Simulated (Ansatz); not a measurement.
## Ta2O5 (P2/m): how G0W0 depends on its starting point

One-shot GW is not self-consistent; how far does the start matter for Ta2O5 (P2/m)?

Method: G0W0 on several functionals, plane waves, PAW, in Ansatz 0.2.0.

In doubt: masses and optical values from hybrid runs of this build are listed as unsure (step 3), which bears on the screening that GW takes from such a start.

### 1. Starting point

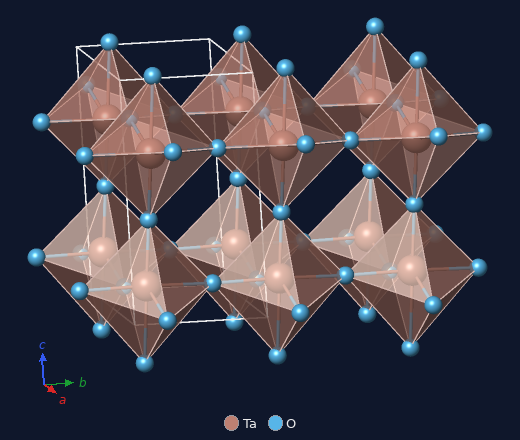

Start, viewed slightly off an axis; tantalum pink, oxygen blue. 2×2×1 cells are drawn. Some periodic images of atoms are drawn too.

Structure file:

```cif
data_structure
_symmetry_space_group_name_H-M 'P 1'
_symmetry_Int_Tables_number 1
_cell_length_a 3.8414
_cell_length_b 3.8627
_cell_length_c 6.7776
_cell_angle_alpha 90.000
_cell_angle_beta 105.568
_cell_angle_gamma 90.000
_cell_volume 96.88
loop_
_atom_site_label
_atom_site_type_symbol
_atom_site_fract_x
_atom_site_fract_y
_atom_site_fract_z
_atom_site_occupancy
Ta1 Ta 0.64953 0.00000 0.79131 1
Ta2 Ta 0.35047 0.00000 0.20869 1
O3 O 0.66212 0.50000 0.79833 1
O4 O 0.33788 0.50000 0.20167 1
O5 O 0.18976 0.00000 0.87062 1
O6 O 0.81024 0.00000 0.12938 1
O7 O 0.50000 0.00000 0.50000 1
```

The cell and positions are those that the Materials Project relaxed with its own functionals (PBE, PBE+U or r2SCAN), kept fixed. Spin-orbit coupling is left out unless a step names it.

### 2. G0W0 on LDA

Now the one-shot GW correction: screening in the RPA, then the self-energy of the levels asked for. This step takes PAW set soft_1 files.

This step: G0W0 on LDA, plane waves, PAW; PAW set soft_1.

input.yaml reads:

```yaml
crystal:
  lattice:
    - [3.8414080139, 0.0, 0.0]
    - [0.0, 3.86271575, 0.0]
    - [-1.8189421445, 0.0, 6.5289594201]
  atoms:
    - { symbol: Ta, position: [0.64953073, 0.0, 0.79131453] }
    - { symbol: Ta, position: [0.35046927, 0.0, 0.20868547] }
    - { symbol: O, position: [0.6621243, 0.5, 0.79832929] }
    - { symbol: O, position: [0.3378757, 0.5, 0.20167071] }
    - { symbol: O, position: [0.18976057, 0.0, 0.87062125] }
    - { symbol: O, position: [0.81023943, 0.0, 0.12937875] }
    - { symbol: O, position: [0.5, 0.0, 0.5] }
kpoints:
  mp_grid: { grid: [4, 4, 2] }
hamiltonian:
  xc: lda
  pseudopotentials: { kind: paw, azcp: { folder: soft_1 }, xc_functional: pbe }
scf:
  occupations: { method: fixed }
gw:
  n_empty_bands: 219
  ecut_chi: 100
  qp_bands: [v2, c2]
  qp_kpoints: band_edges
  screening: { model: contour_deformation }
```

Command:

```
> ansatz run input.yaml --threads 2 --pin off --max-ram 92160MiB --backend cuda --events-out ev --progress --plain --runs-dir out --devices 1 --max-vram 13GiB
```

Numbers of over 12 decimals in the logs are rounded to 6 here.

The program printed:

```text
GPUs: using 1 of 1 available (devices: 1).
Engine: ansatz 0.2.0, x86_64-unknown-linux-gnu
Pseudopotentials: kind: paw
Pseudopotential: Ta, paw, valence charge 13, recommended cutoff 420 eV (normal), soft_1/Ta.paw.azcp
Pseudopotential: O, paw, valence charge 6, recommended cutoff 420 eV (normal), soft_1/O.paw.azcp
Functional definition: SPW92
  exchange = slater_x
  correlation = pw_c
device memory: the entry about to start is reckoned to put 1.0 GiB on a device that reports 48.7 GiB free (of which the cap on the GPU budget leaves the run 13.0 GiB)
GPU FFT provider: cuFFT
GPU libraries: cuBLAS 13.8.2, cuFFT 12.4.0, cuSOLVER 12.3.4
Crystal: 7 atoms, lattice volume = 96.878 Å³
Basis set: ecut = 420 eV, 1913 PW (Γ)
Bands: 35, of which v1, the nominal top of the filled ones, is band 28 counted from 1 (27 counted from 0)
Symmetry: 4 space group operations
Space group: P2/m (ITA 10), of the structure as read, at distance tolerance 4.6e-5 Å
k-points: 18 of 32
Non-local potential: Ta, projectors of the file, l = 0: 3, l = 1: 2, l = 2: 2, l = 3: 1
Non-local potential: O, projectors of the file, l = 0: 2, l = 1: 2, l = 2: 1
PAW form: soft (Blöchl's): semilocal exchange-correlation on the pseudo side does not see the compensation charge
PAW frozen core: Ta, regenerated for the run's functional, and the local potential with it (the file was generated under x = pbe(κ = 0.804, μ = 0.219515), c = pbe(β = 0.066725))
PAW frozen core: O, regenerated for the run's functional, and the local potential with it (the file was generated under x = pbe(κ = 0.804, μ = 0.219515), c = pbe(β = 0.066725))
PAW one-centre angular grid: Ta, 590 points (default); XC on 64 Gauss nodes
PAW one-centre angular grid: O, 110 points (default); XC on 64 Gauss nodes
Initial density: superposition of atomic densities (chi_scale 0.1, normalization cell, long waves kept (reshape's long-wave potential 0.02 eV rms))
Initial wavefunctions: pseudopotential atomic-orbital guess
GPU buffer pool allocated for 34992 grid points (all kernels)
GPU transforms: local potential and band sums: pruned to the plane-wave sphere, on 25×25×45
Functional: x = slater, c = lda
SCF iter   1: F=—  HF=-22151.318964 eV  |F-HF|=—  |Δ(HF+E_count)|=         —  Δρ=6.33e-2  dr2=3.45e0  ethr=3.10e-3  ⟨swp⟩=3.7  Hψ=2229  notcnv=0  defer=64
preconditioner: auto → Resta (q_TF=auto, 2.490 Å⁻¹)  ε∞=5.2  [insulator: Δε(μ)=2.581 eV  Ē_g=11.633 eV  n_scr=26 (ndim 8)  ℏωp=23.9 eV  f_vac=0.085  ε∞_Penn≈5.2]
SCF iter   2: F=—  HF=-22150.678916 eV  |F-HF|=—  |Δ(HF+E_count)|=   6.40e-1  Δρ=3.35e-2  dr2=7.40e-1  ethr=3.10e-3  ⟨swp⟩=2.0  Hψ=1117  notcnv=0  defer=59
SCF iter   3: F=—  HF=-22150.522545 eV  |F-HF|=—  |Δ(HF+E_count)|=   1.56e-1  Δρ=1.49e-2  dr2=2.51e-1  ethr=1.32e-3  ⟨swp⟩=2.1  Hψ=902  notcnv=0  defer=83
SCF iter   4: F=—  HF=-22150.458598 eV  |F-HF|=—  |Δ(HF+E_count)|=   6.39e-2  Δρ=4.00e-3  dr2=1.91e-2  ethr=4.49e-4  ⟨swp⟩=2.1  Hψ=1001  notcnv=0  defer=90
SCF iter   5: F=—  HF=-22150.459642 eV  |F-HF|=—  |Δ(HF+E_count)|=   1.04e-3  Δρ=3.31e-3  dr2=1.00e-2  ethr=3.40e-5  ⟨swp⟩=2.0  Hψ=1052  notcnv=0  defer=90
SCF iter   6: F=—  HF=-22150.458808 eV  |F-HF|=—  |Δ(HF+E_count)|=   8.35e-4  Δρ=6.09e-4  dr2=5.58e-4  ethr=1.79e-5  ⟨swp⟩=2.0  Hψ=974  notcnv=0  defer=90
SCF iter   7: F=—  HF=-22150.459239 eV  |F-HF|=—  |Δ(HF+E_count)|=   4.31e-4  Δρ=1.27e-4  dr2=1.96e-5  ethr=9.96e-7  ⟨swp⟩=2.0  Hψ=835  notcnv=0  defer=44
SCF iter   8: F=—  HF=-22150.459270 eV  |F-HF|=—  |Δ(HF+E_count)|=   3.10e-5  Δρ=7.69e-5  dr2=4.99e-6  ethr=3.50e-8  ⟨swp⟩=2.0  Hψ=914  notcnv=0  defer=28
SCF iter   9: F=—  HF=-22150.459271 eV  |F-HF|=—  |Δ(HF+E_count)|=   8.14e-7  Δρ=5.22e-5  dr2=2.35e-6  ethr=8.92e-9  ⟨swp⟩=2.0  Hψ=951  notcnv=0  defer=28
SCF iter  10: F=—  HF=-22150.459271 eV  |F-HF|=—  |Δ(HF+E_count)|=   4.93e-8  Δρ=2.21e-5  dr2=4.26e-7  ethr=4.20e-9  ⟨swp⟩=2.0  Hψ=735  notcnv=0  defer=28
SCF iter  11: F=-22150.459271 eV  HF=-22150.459271 eV  |F-HF|=1.50e-8  |Δ(HF+E_count)|=   5.15e-9  Δρ=4.96e-6  dr2=2.46e-8  ethr=1.79e-10  ⟨swp⟩=10.0  Hψ=1858  notcnv=0
SCF 1 converged in 11 iterations: F = -22150.459271 eV  dr2 = 2.46e-8
  greatest PAW one-centre occupation: 0.999 electrons in one spin orbital (limit 2), on the Ta atom at site 1 (counted from 0), in its partial waves of l = 0
device memory: the entry about to start is reckoned to put 1.2 GiB on a device that reports 50.0 GiB free (of which the cap on the GPU budget leaves the run 13.0 GiB)
NSCF: frozen V_eff on 18 k-points
the band table was solved once the SCF had ended and its energy, with any forces and stress, was formed, with the checks that follow a solve (2504 applications of the Hamiltonian). They found nothing against the state; the energy, forces and stress were not computed again (output.eigenvalues in the input reference)
device memory: the entry about to start is reckoned to put 2.8 GiB on a device that reports 48.6 GiB free (of which the cap on the GPU budget leaves the run 13.0 GiB)
NSCF: frozen V_eff on 18 k-points
G₀W₀ screening: q 1/18
[... further progress lines ...]
device memory: the entry about to start is reckoned to put 0.4 GiB on a device that reports 47.3 GiB free (of which the cap on the GPU budget leaves the run 13.0 GiB)
NSCF: frozen V_eff on 1 k-points
device memory: the entry about to start is reckoned to put 0.4 GiB on a device that reports 47.3 GiB free (of which the cap on the GPU budget leaves the run 13.0 GiB)
NSCF: frozen V_eff on 1 k-points
SCF converged after 11 iterations
Free energy (F): -22150.459271 eV
Harris-Foulkes:  -22150.459271 eV  (|F-HF|=1.50e-8)
Internal energy: -22150.459271 eV  (E = F + TS)
E sigma→0 (E₀):  -22150.459271 eV
Fermi energy:    6.653993 eV
--- Per-component energies (eV) ---
  E_band       = -569.278123
  E_kinetic    = 1608.360761
  E_local      = -4417.567659  (includes V_loc(G=0)·N_el)
  E_nonlocal   = 264.581273
  E_hartree    = 1662.831609
  E_xc         = -982.040109
  E_vxc        = -911.709349  (∫ρ·V_xc dr)
  E_paw        = -16875.600497  (= ΣΔE_a)
  E_vpaw       = -438.608796  (= ΣTr[D̂ρ^β])
  E_aug_tail   = 0.004222  (compensation charges beyond the density's cutoff)
  E_ewald      = -3412.031471
  E_core_change = 1.002601  (= ΣΔE_core)
  E_smearing   = -0.000000  (= −TS)
  E_closure    = -0.000000  (closes the sum)
  Σ components = -22150.459271   (vs F -22150.459271, Δ=0.00e0)
--- Band table (eV; the first three rows and the last of 18) ---
  k-point 0: bands = [... 24 lower, 5.7027, 5.8061, 6.0064, 6.0231, 8.8009, 9.1958, 9.3494, 10.8723, ... 3 higher]
  k-point 1: bands = [... 24 lower, 5.7068, 5.7485, 5.8399, 5.8403, 8.7603, 9.2407, 9.3234, 10.7121, ... 3 higher]
  k-point 2: bands = [... 24 lower, 4.7095, 5.1459, 5.2377, 5.9826, 10.4151, 10.8179, 10.8907, 10.9877, ... 3 higher]
  k-point 17: bands = [... 24 lower, 4.6448, 5.9312, 6.5287, 6.6540, 9.7217, 11.5962, 12.1426, 12.7537, ... 3 higher]
--- G₀W₀: contour deformation, 6 samples at zero and on the imaginary axis and 1 off it, 32 q-points, 219 empty bands' worth ---
  eigenvalues of the whole cell's RPA ε∞ on this k-mesh (on a slab, of 1 + 4πα/V) = 4.8028, 4.9763, 7.5450; static W/v taken at q = 0 is 0.176485
  gw.qp_kpoints: band_edges: 12 of 18 stored k-points solved, in 1 pass; an edge of the gap read off the rows below is read off those points alone
    valence top: of the k-points left out ik 3 came nearest to being solved in a further pass, in band 28 (counted from 1, as in the quasiparticle table): it holds the edge there only if its correction is more favourable than any solved in that band by at least 0.501 eV; those differ by 0.075 eV
    conduction bottom: of the k-points left out ik 15 came nearest to being solved in a further pass, in band 29 (counted from 1, as in the quasiparticle table): it holds the edge there only if its correction is more favourable than any solved in that band by at least 0.922 eV; those differ by 0.134 eV
    ik  band        ε_KS         Σx   Σc(E_QP)       V_xc       Z   E_QP_lin       E_QP  E_QP is
     0    27      6.0064   -27.6995     4.7663   -22.6878  0.7443     5.7599     5.7608  root
     0    28      6.0231   -25.4893     4.5308   -20.7416  0.7268     5.8053     5.8062  root
     0    29      8.8009   -13.1697    -4.4791   -18.8464  0.7943    10.0188     9.9983  root
     0    30      9.1958   -13.3864    -4.6783   -19.3027  0.7900    10.4575    10.4338  root
     1    27      5.8399   -27.6562     4.6934   -22.7075  0.7461     5.5834     5.5845  root
     1    28      5.8403   -24.9707     4.5254   -20.1970  0.7228     5.5907     5.5920  root
     1    29      8.7603   -13.1103    -4.4630   -18.7651  0.7949     9.9721     9.9520  root
     1    30      9.2407   -13.4450    -4.7043   -19.3942  0.7893    10.5099    10.4856  root
     4    27      4.9673   -25.2256     5.0830   -19.8019  0.7183     4.6238     4.6266  root
     4    28      6.3300   -25.9531     4.8149   -20.8978  0.7277     6.0885     6.0896  root
     4    29     10.8833   -14.1466    -4.9532   -20.3976  0.7646    12.2172    12.1812  root
     4    30     12.0541   -15.6275    -5.0160   -21.9960  0.7350    13.4541    13.4065  root
     5    27      5.2907   -24.8826     4.8543   -19.7033  0.7220     4.9633     4.9656  root
     5    28      6.3085   -25.9622     4.7489   -20.9791  0.7270     6.0733     6.0743  root
     5    29     10.7039   -13.5476    -5.2835   -20.1444  0.7674    12.0548    12.0171  root
     5    30     12.0055   -15.3893    -4.9816   -21.7136  0.7374    13.3948    13.3481  root
     6    27      5.7175   -24.7664     4.6283   -19.8516  0.7209     5.4292     5.4309  root
     6    28      5.9119   -25.2382     4.6092   -20.3765  0.7236     5.6581     5.6594  root
     6    29      9.1644   -13.4199    -4.6113   -19.2675  0.7904    10.4242    10.4006  root
     6    30      9.6669   -13.5052    -4.8772   -19.6924  0.7841    11.0068    10.9770  root
     7    27      5.7249   -24.8601     4.6466   -19.9287  0.7212     5.4384     5.4400  root
     7    28      5.8615   -25.1632     4.6223   -20.2815  0.7227     5.6007     5.6020  root
     7    29      8.9040   -13.2043    -4.4868   -18.8957  0.7934    10.1296    10.1085  root
     7    30      9.7895   -13.3012    -5.0496   -19.6675  0.7816    11.1379    11.1063  root
[...]
16    27      6.5367   -26.1992     4.8317   -21.1700  0.7296     6.3385     6.3391  root
    16    28      6.6263   -26.3316     4.8203   -21.3250  0.7297     6.4395     6.4401  root
    16    29      9.7806   -13.6044    -4.9162   -19.8466  0.7800    11.1387    11.1066  root
    16    30     11.5379   -15.0600    -5.3309   -21.8150  0.7462    13.0086    12.9619  root
    17    27      6.5287   -26.1649     4.8220   -21.1444  0.7297     6.3295     6.3302  root
    17    28      6.6540   -26.3653     4.8292   -21.3515  0.7296     6.4688     6.4694  root
    17    29      9.7217   -13.5156    -4.9232   -19.7630  0.7804    11.0777    11.0459  root
    17    30     11.5962   -15.1255    -5.3461   -21.8967  0.7449    13.0681    13.0213  root
```

The job ended after 18 s (1 × NVIDIA H100 80GB HBM3 (shared by 6 runs) with 2 threads of AMD EPYC 7R13 (Zen 3), shared host; peak memory 1.3 GiB; 27 s of CPU time).

Numbers from this step:

| Item | Value |
| --- | --- |
| bands summed | 247 |
| RPA ε∞ on this mesh (eigenvalues) | 4.803, 4.976, 7.545 |
| plane waves in the screening matrix | 221 |
| q-points in the mesh | 32 |
| G0W0 gap on the mesh | 3.483 eV |
| k of the valence top | -0.5, -0.5, -0.5 |
| k of the conduction bottom | 0, 0, -0.5 |
| starting gap on the mesh | 2.106 eV |
| Z at the valence top | 0.7296 |
| Z at the conduction bottom | 0.7949 |
| least direct G0W0 gap on the computed points | 4.192 eV |

The gap on the mesh goes from 2.11 eV to 3.48 eV, a correction of +1.38 eV. Between the two edge states, bare exchange in place of the xc potential would open the gap by 10.67 eV, and correlation takes back 9.29 eV.

### 3. G0W0 on HSE06

The same correction from a different start measures what one shot leaves open.

This step: G0W0 on HSE06, plane waves, PAW; PAW set soft_1.

input.yaml, as its differences from that of step 2:

```diff
@@ -16,4 +16,4 @@
 hamiltonian:
-  xc: lda
-  pseudopotentials: { kind: paw, azcp: { folder: soft_1 }, xc_functional: pbe }
+  xc: hse06
+  pseudopotentials: { kind: paw, azcp: { folder: soft_1 } }
 scf:
```

The program printed:

```text
GPUs: using 1 of 1 available (devices: 1).
[...]
davidson cushion auto → on  (no smearing: the cushion is to keep the highest requested band from converging to the state above it; pin scf.eigensolver.cushion to override)
[...]
GPU FFT provider: cuFFT
GPU libraries: cuBLAS 13.8.2, cuFFT 12.4.0, cuSOLVER 12.3.4
Crystal: 7 atoms, lattice volume = 96.878 Å³
Basis set: ecut = 420 eV, 1913 PW (Γ)
Bands: 35, of which v1, the nominal top of the filled ones, is band 28 counted from 1 (27 counted from 0)
Symmetry: 4 space group operations
[...]
k-points: 18 of 32
[...]
GPU buffer pool allocated for 34992 grid points (all kernels)
[...]
SCF iter   1: F=—  HF=-22712.134303 eV  |F-HF|=—  |Δ(HF+E_count)|=         —  Δρ=7.63e-2  dr2=5.37e0  ethr=1.00e-1  ⟨swp⟩=4.0  Hψ=1975  notcnv=0
[...]
SCF iter   6: F=-22711.192450 eV  HF=-22711.192392 eV  |F-HF|=5.74e-5  |Δ(HF+E_count)|=   8.77e-4  Δρ=6.66e-4  dr2=1.70e-4  ethr=5.46e-6  ⟨swp⟩=3.0  Hψ=1532  notcnv=0
SCF 1 stopped early in 6 iterations: F = -22711.192450 eV  dr2 = 1.70e-4
[...]
GPU FFT provider: cuFFT
GPU libraries: cuBLAS 13.8.2, cuFFT 12.4.0, cuSOLVER 12.3.4
[...]
GPU buffer pool allocated for 34992 grid points (all kernels)
[...]
Free energy (F): -22711.295803 eV
Frozen-core exchange: fock
[...]
Internal energy: -22711.295803 eV  (E = F + TS)
E sigma→0 (E₀):  -22711.295803 eV
Fermi energy:    5.952851 eV
[...]
--- Band table (eV; the first three rows and the last of 18) ---
  k-point 0: bands = [... 24 lower, 4.9005, 5.1350, 5.2391, 5.3742, 9.6576, 10.0831, 10.2425]
  k-point 1: bands = [... 24 lower, 4.9123, 5.0732, 5.0806, 5.1864, 9.6147, 10.1317, 10.1501]
  k-point 2: bands = [... 24 lower, 3.9406, 4.4484, 4.5037, 5.2736, 11.3443, 11.7693, 11.8477]
  k-point 17: bands = [... 24 lower, 3.8649, 5.2232, 5.8195, 5.9529, 10.6847, 12.6945, 13.2229]
  guard bands above this table: 4 of the run's 35 bands. The solve was not asked for them (output.publish_guard_bands: true or output.eigenvalues: true publishes all)
[...]
0    27      5.2391   -27.8187     4.3619   -23.7432  0.7846     5.5247     5.5256  root
     0    28      5.3742   -25.6790     4.1994   -21.7288  0.7708     5.6228     5.6235  root
     0    29      9.6576   -12.7430    -4.2194   -17.6007  0.8275    10.2992    10.2958  root
     0    30     10.0831   -12.9988    -4.3688   -18.0253  0.8238    10.7448    10.7409  root
     1    27      5.0806   -25.2521     4.2501   -21.2081  0.7672     5.2861     5.2866  root
     1    28      5.1864   -25.2362     4.2007   -21.2475  0.7679     5.3978     5.3984  root
     1    29      9.6147   -12.6912    -4.2030   -17.5280  0.8280    10.2518    10.2484  root
     1    30     10.1317   -13.0588    -4.3906   -18.1117  0.8232    10.7980    10.7940  root
[...]
17    27      5.8195   -26.3190     4.4545   -22.1878  0.7721     6.1417     6.1428  root
    17    28      5.9529   -26.4992     4.4608   -22.3779  0.7720     6.2911     6.2923  root
    17    29     10.6847   -13.1185    -4.5229   -18.3483  0.8166    11.3967    11.3916  root
    17    30     12.6945   -14.7705    -4.8219   -20.4257  0.7906    13.5375    13.5278  root
```

The job ended after 65 s (1 × NVIDIA H100 80GB HBM3 (shared by 6 runs) with 2 threads; peak memory 1.6 GiB).

This step gave:

```yaml
bands_summed: 247
rpa_eps_infinity_on_this_mesh_eigenvalues: 3.640, 3.682, 4.961
plane_waves_in_the_screening_matrix: 221
q_points_in_the_mesh: 32
g0w0_gap_on_the_mesh: 3.956 eV
k_of_the_valence_top: -0.5, -0.5, -0.5
k_of_the_conduction_bottom: 0, 0, -0.5
starting_gap_on_the_mesh: 3.662 eV
z_at_the_valence_top: 0.7720
z_at_the_conduction_bottom: 0.8280
least_direct_g0w0_gap_on_the_computed_points: 4.672 eV
```

Against the run with 4×4×2 mesh, 219 empty bands, screening to 100 eV, PAW set soft_1 files on LDA, the gap moves by +0.47 eV, while the start moved by +1.56 eV.

(Part 1 of 2 ends here.)

[Paths, hosts, dates, memory and timing lines, banners, echoed tables and standing remarks are left out of the program output.]

[Logs are printed without paths, hosts, clocks, repeated set-up lines and the standing remarks that a program may print on its own settings, such as how far it seeks lower states.]

[Runs of the session that timed out or met a known fault of the program may be left out.]

[Cells called generated may have been cut or substituted from an entry of the Crystallography Open Database or the Materials Project.]

[Hosts, paths, dates, database ids (printed as entryN), source tags and the programs' standing remarks are cut or masked in the printed files.]
